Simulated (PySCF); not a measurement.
C$_{7}$H$_{7}$, charge +1, SMILES `[CH2+]c1ccccc1`.

PySCF calculation, PBE0/6-31+G*, gas phase; geometry: GFN2-xTB. No frequency check shows the geometry to be a minimum.

Coordinates in Å:

```
C1      -2.3518    0.0001    0.0000
C2      -0.9881   -0.0000    0.0000
C3      -0.2509    1.2359    0.0000
C4       1.1182    1.2216    0.0000
C5       1.8048    0.0000    0.0000
C6       1.1181   -1.2216    0.0000
C7      -0.2510   -1.2358    0.0000
H8      -2.9176   -0.9208    0.0000
H9      -2.9176    0.9210    0.0000
H10     -0.7986    2.1669    0.0000
H11      1.6754    2.1464    0.0000
H12      2.8862   -0.0000    0.0000
H13      1.6752   -2.1465    0.0000
H14     -0.7988   -2.1668    0.0000
```

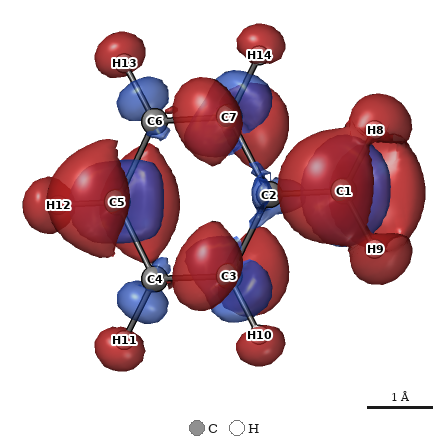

Fukui function f⁺ = ρ(N+1) − ρ(N) at fixed geometry, surfaces at ±0.02 e/Å³ (red positive, blue negative).

Q: Which atoms respond most to the addition of an electron?

A: f⁺ (Hirshfeld-condensed) is largest on C1 (0.20) and C5 (0.13); the vertical electron affinity is 7.12 eV (the stability of the neutral species's solution wasn't checked). Condensed values hint at sites of nucleophilic attack but needn't mark the atom that reacts. Orbital relaxation makes it negative in places (0.20 e in all).
